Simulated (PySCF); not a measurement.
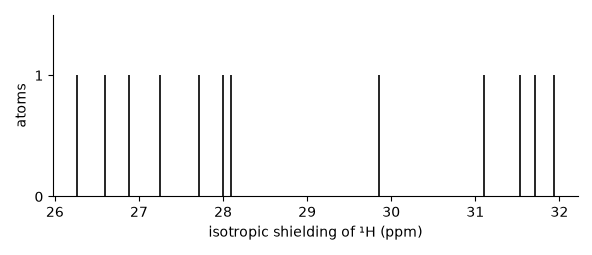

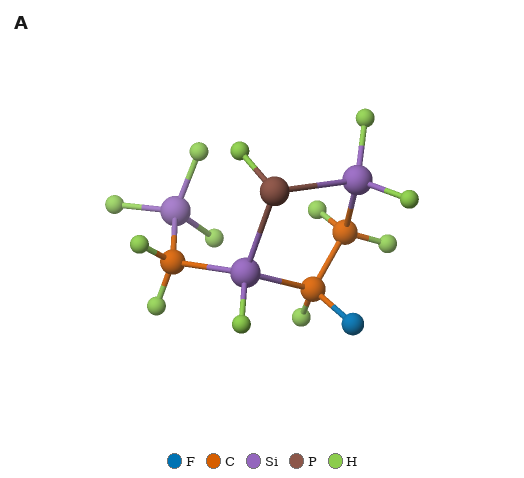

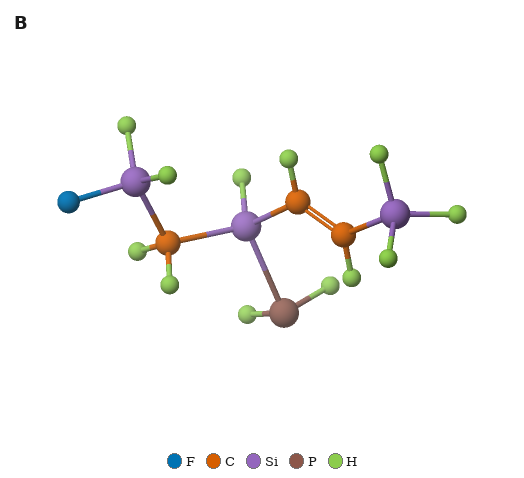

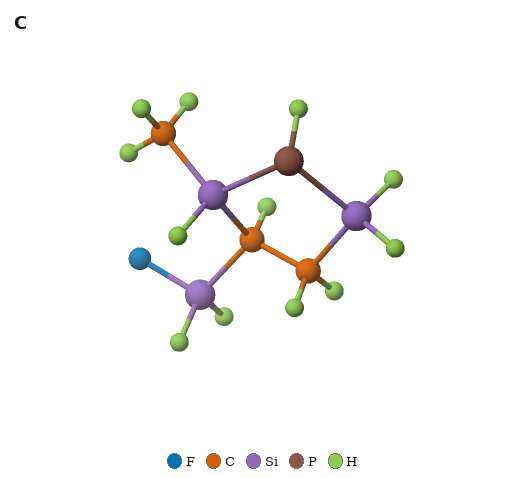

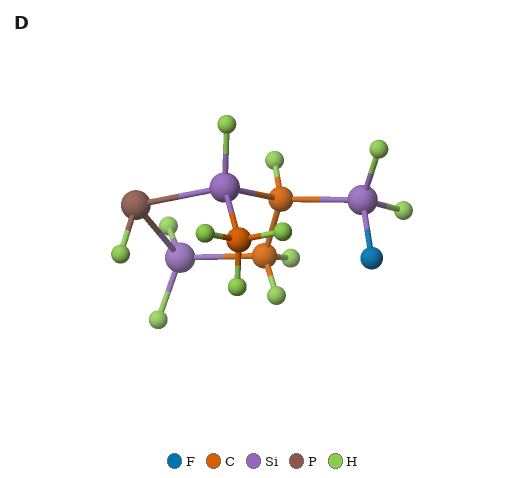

The sticks are computed shieldings of one of the molecules, for one fixed geometry (GFN2-xTB) without averaging over rotations. Low shielding means a high chemical shift. Method: GIAO PBE0/pcSseg-1 NMR shielding, non-relativistic, gas phase (PySCF 2.14.0).

Question: Which molecule gives this pattern?

Answer: A, `F[C@@H]1C[SiH2]P[Si@H]1C[SiH3]`. Its 12 H atoms give lines at 26.26, 26.60, 26.88, 27.25, 27.72, 28.00, 28.10, 29.85, 31.10, 31.53, 31.71, 31.93 ppm.

The geometry is semi-empirical. Around P, Si such bond lengths and angles can be off by a tenth of an ångström or more and by several degrees, and values that hang on the shape move with them.
